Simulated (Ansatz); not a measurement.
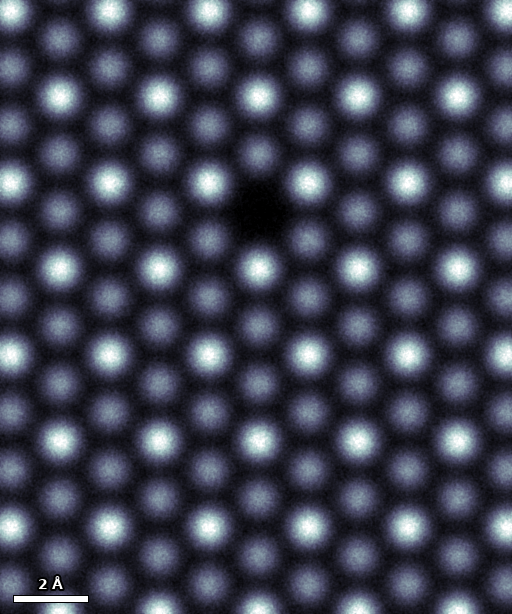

Dark-field STEM-like image of Ru (P6_3/mmc, No. 194) along [001]. Simulation: incoherent imaging, intensity Z^1.7 per atom, probe width 0.77 Å, thin sample. The display is stretched by a gamma of 0.8; percentages refer to the linear signal. Shot noise was added.

The sample is 1 repeat (8.7 Å) thick. One point defect was put into the perfect crystal, without relaxing the atoms around it. Brightness is counted from the darkest point of the image. Host structure: the input geometry of an electronic-structure calculation (not necessarily at equilibrium); the starting structure was generated, so it need not be a known form of this composition.

### Where is the defect (in Å from the left and the top edge), and what does its contrast suggest?

At about 7 Å from the left and 6 Å from the top. The column has all but vanished there, which points to a vacancy or a much lighter atom. The column holds 1 atom (Ru) through the sample, and one Ru atom is missing, so its peak vanishes.
